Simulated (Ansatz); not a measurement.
BCl3F (charge −1)

Input

```
crystal:
  periodic: [false, false, false]
  atoms:
    - {symbol: F, position_ang: [-0.139758, 0.077472, -1.466203]}
    - {symbol: Cl, position_ang: [-1.135266, 1.271924, 0.706163]}
    - {symbol: B, position_ang: [-0.010240, 0.005675, -0.107433]}
    - {symbol: Cl, position_ang: [-0.484528, -1.712871, 0.486424]}
    - {symbol: Cl, position_ang: [1.769791, 0.357800, 0.380950]}
basis:
  gaussian: {orbitals: "def2-TZVPPD.json"}
total_charge: -1
hamiltonian: {xc: pbe0, dispersion: d4}
output: {orbitals: {seedname: orbitals}}
```

Launched as:

```sh
ansatz run in.yaml --threads 4 --pin off --events-out ev --progress --plain --max-ram 9574MiB
```

Geometry: PBE0-D4/def2-TZVPD.

Level of theory: RKS PBE0-D4/def2-TZVPPD (Ansatz).

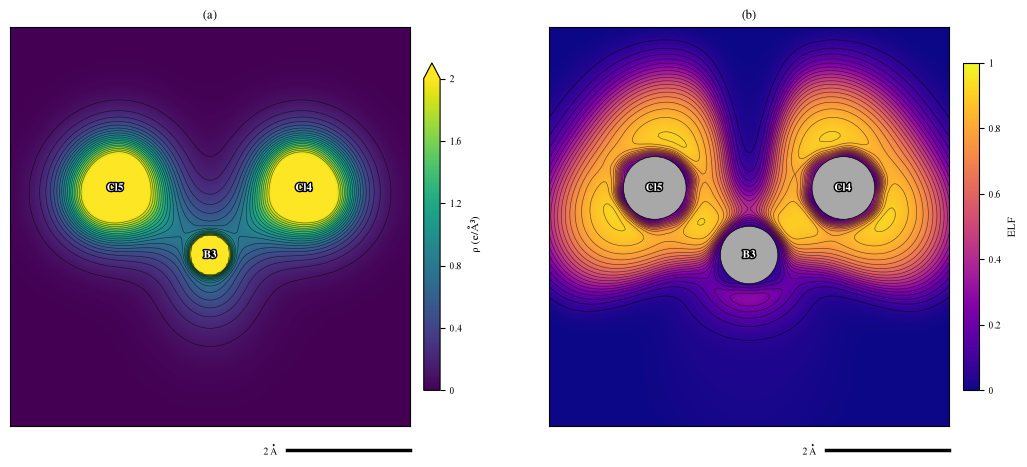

Figure 1. (a) total electron density; (b) ELF on the plane of atoms Cl4, B3 and Cl5. Grey discs cover the atomic cores in the ELF map.

**Read the bonding off the picture.**

- The plane passes through B and Cl nuclei.
- B–Cl (1.88 Å): ρ is about 1.1 e/Å³ halfway, with its minimum of 0.8 e/Å³ about 0.6 Å from B; the ELF peaks at about 0.90 between the atoms (a shared but strongly polarised pair).
- The ELF also peaks beside Cl4 and Cl5, away from the bonds: lone-pair regions.

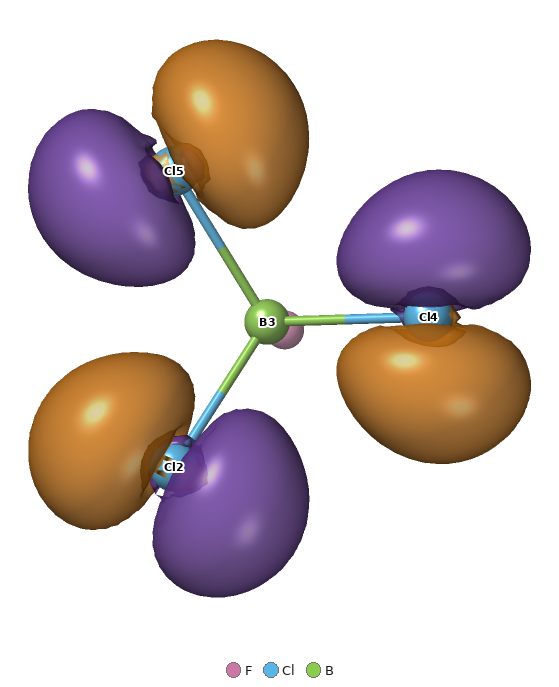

Figure 2. The HOMO at ±0.1 Å⁻³ᐟ² (orange and purple are the two phases), seen across its widest extent.

**Describe this orbital and give its energy.**

By Hirshfeld shares it lies mainly on Cl2 (about 30 %), Cl4 (about 30 %) and Cl5 (about 30 %); largely a combination of lone pairs on Cl2, Cl4 and Cl5. Its energy is −3.54 eV.
